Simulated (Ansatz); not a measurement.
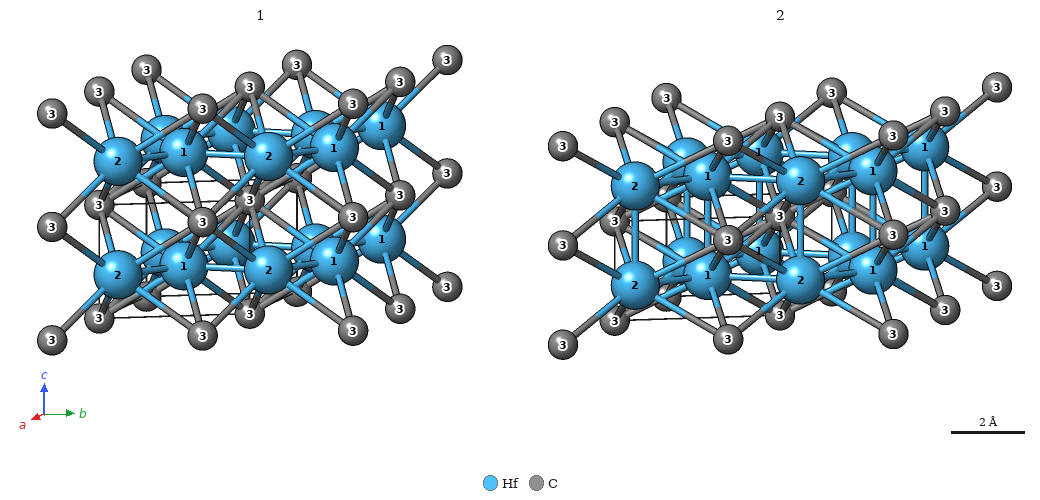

Two geometries of a crystal of Hf₂C (a generated structure, set up in P6/mmm) (coarse preliminary run), drawn at one scale. One is the start of a relaxation, the other its converged end. Style: ball-and-stick. Shown: the cell of the calculation, repeated 2 × 2 × 2 with one cell outlined, slightly off an axis.

The calculation used Ansatz, DFT PBE, scalar-relativistic, plane waves, PAW. (plane-wave cutoff 420 eV; k-point mesh 6 × 6 × 6; occupations gaussian; smearing width 0.1 eV; no spin polarisation; cell and atoms relaxed; force threshold 0.04 eV/Å; at most 70 steps)

**Which of the two is the end point?**

Structure 2 is the relaxed one. After 5 accepted moves (6 points after the start) the energy has fallen by 372 meV per atom. All forces vanish by symmetry, so only the cell relaxes. The pressure goes from 6.92 to 0.29 GPa. At 1 point the geometry stayed and the basis and grid were re-selected for the new cell (energy shift of 4.3 meV per atom at most each time). No atom moves by more than 0.005 Å relative to the cell. Cell: a = b 4.228 → 4.645 Å (+9.8 %), c 3.152 → 2.758 Å (−12.5 %). Volume +5.6 %. Some distances before and after: Hf1–Hf1 3.152 → 2.758 Å, Hf1–Hf2 2.441 → 2.682 Å, Hf1–C3 2.906 → 3.015 Å. The space group stays P6/mmm (No. 191).
